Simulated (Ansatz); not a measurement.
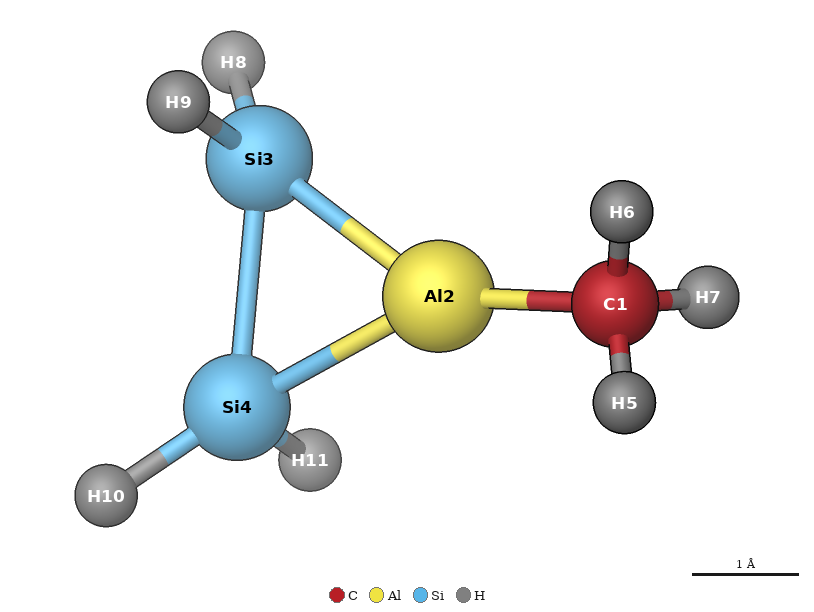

Orthographic view. Distant atoms are faded towards the background colour. The geometry was computed by an optimisation with PBE-D4/def2-SVP. No frequency run is at hand to confirm it as a minimum.

Write a Z-matrix (Å, degrees) in the order of the atom numbers, with these reference atoms: 2 to 1; 3 to 2, 1; 4 to 3, 2, 1; 5 to 1, 2, 4; 6 to 1, 5, 2; 7 to 1, 5, 6; 8 to 3, 4, 2; 9 to 3, 8, 4; 10 to 4, 3, 8; 11 to 4, 10, 3.

```
C  
Al   1   1.964
Si   2   2.431   1   149.7
Si   3   2.358   2    60.8   1  -179.6
H    1   1.109   2   112.5   4   -21.5
H    1   1.111   5   108.7   2   122.5
H    1   1.111   5   108.2   6   115.8
H    3   1.511   4   128.0   2   137.7
H    3   1.518   8   108.9   4  -129.4
H    4   1.511   3   129.0   8   -84.5
H    4   1.520  10   109.0   3  -128.5
```
